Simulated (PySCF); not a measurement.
# BH2Br (SMILES BBr): M06-2X/STO-3G

Aim: the vertical ionisation energy of BH2Br at M06-2X/STO-3G, from 2 runs. 

Program for the calculation: PySCF 2.14.0.

5 further runs of the same task are left out: 5 set aside as unsound or not needed.

## (1) The molecule

BH2Br: 4 atoms, total charge 0, spin state singlet. SMILES: `BBr`. The shape is that of a PBE0-D4/def2-TZVP optimisation.

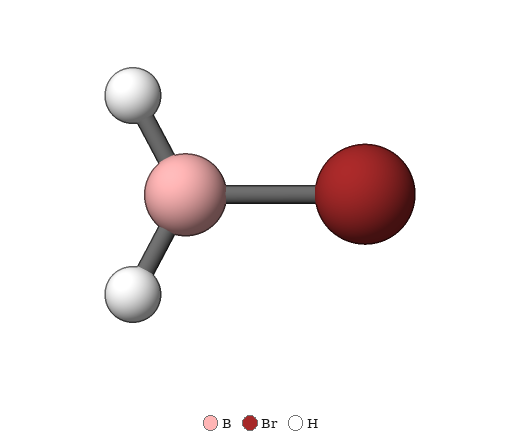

The structure, seen from a chosen angle (boron pink, bromine red, hydrogen white).

## (2) The energy at M06-2X/STO-3G

mol.xyz

```xyz
4
BBrH2
B     -0.153900     0.025000    -0.096900
Br     1.470100    -0.363400     0.790800
H     -1.111200    -0.617300     0.191700
H     -0.149500     0.895400    -0.905900
```

job.py

```python
from pyscf import gto, dft

mol = gto.Mole()
mol.atom = 'mol.xyz'
mol.verbose = 3
mol.max_memory = 1860
mol.charge = 0
mol.basis = 'sto-3g'
mol.spin = 0
mol.build()

mf = dft.RKS(mol)
mf.xc = 'm06-2x'
mf.conv_tol = 1e-10
mf.grids.level = 5
mf.kernel()
if not mf.converged:
    mf = mf.newton().run(mf.mo_coeff, mf.mo_occ)

e_final = mf.e_tot
print('E(%s) = %.9f' % ('M06-2X', e_final))
```

Started as:

```sh
$ OMP_NUM_THREADS=1 python job.py
```

Standard output:

```text
converged SCF energy = -2571.78200868197
E(M06-2X) = -2571.782008682
```

Wall time 3 s (1 thread of Intel Xeon 6975P-C (Granite Rapids), shared host); peak memory 0.22 GiB.

## (3) The doublet cation, same level

job.py

```python
from pyscf import gto, dft

mol = gto.M(
    atom='''
B   -0.153900   0.025000  -0.096900
Br   1.470100  -0.363400   0.790800
H   -1.111200  -0.617300   0.191700
H   -0.149500   0.895400  -0.905900
''',
    basis='sto-3g',
    spin=1,
    charge=1,
    max_memory=1860,
    verbose=4,
)

ks = dft.UKS(mol, xc='m06-2x')
ks.conv_tol = 1e-10
ks.grids.level = 5
ks.kernel()
if not ks.converged:
    ks = ks.newton().run(ks.mo_coeff, ks.mo_occ)

energy = ks.e_tot
print('Final energy', energy)
```

Started as:

```sh
$ OMP_NUM_THREADS=1 python job.py
```

Standard output:

```text
PySCF version 2.14.0

[INPUT] num. atoms = 4
[INPUT] num. electrons = 41
[INPUT] charge = 1
[INPUT] spin (= nelec alpha-beta = 2S) = 1
[INPUT] symmetry False subgroup None
[INPUT] Mole.unit = angstrom
[INPUT] Symbol           X                Y                Z      unit          X                Y                Z       unit  Magmom
[INPUT]  1 B     -0.153900000000   0.025000000000  -0.096900000000 AA   -0.290828850571   0.047243153114  -0.183114461470 Bohr   0.0
[INPUT]  2 Br     1.470100000000  -0.363400000000   0.790800000000 AA    2.778086375723  -0.686726473667   1.494395419306 Bohr   0.0
[INPUT]  3 H     -1.111200000000  -0.617300000000   0.191700000000 AA   -2.099863669617  -1.166527936694   0.362260498079 Bohr   0.0
[INPUT]  4 H     -0.149500000000   0.895400000000  -0.905900000000 AA   -0.282514055622   1.692060771936  -1.711902896243 Bohr   0.0

[... 42 lines left out ...]
WARN: HOMO -0.432479246395243 >= LUMO -0.432479246395241
[... 46 lines left out ...]
converged SCF energy = -2571.44088085641  <S^2> = 0.75163803  2S+1 = 2.0016374
Final energy -2571.4408808564053
```

It took 6.6 s on 1 thread of Intel Xeon 6975P-C (Granite Rapids), shared host; peak memory 0.24 GiB.

## (4) What came out

Level: M06-2X/STO-3G.

| quantity | value |
| --- | --- |
| singlet BH2Br: total energy | -2571.78201 Eh |
| singlet BH2Br: dipole moment | 0.45 D |
| singlet BH2Br: HOMO energy | -6.86 eV |
| singlet BH2Br: LUMO energy | 2.17 eV |
| singlet BH2Br: HOMO–LUMO gap | 9.02 eV |
| doublet cation: total energy | -2571.44088 Eh |
| doublet cation: HOMO energy (highest over α and β) | -17.31 eV |
| doublet cation: LUMO energy (lowest over α and β) | -11.66 eV |
| doublet cation: ⟨S²⟩ | 0.752 |
| vertical ionisation energy (to the doublet cation) | 9.283 eV |

**Reading.** Removing an electron at fixed nuclei costs 9.28 eV (214 kcal/mol). The negative HOMO energy of the first species, 6.86 eV, lies 2.43 eV below that difference. In a minimal basis such a difference can be off by several eV, whatever the method. Mulliken charges (singlet BH2Br) run from -0.03 on H3 to +0.09 on B1; they depend strongly on the basis.
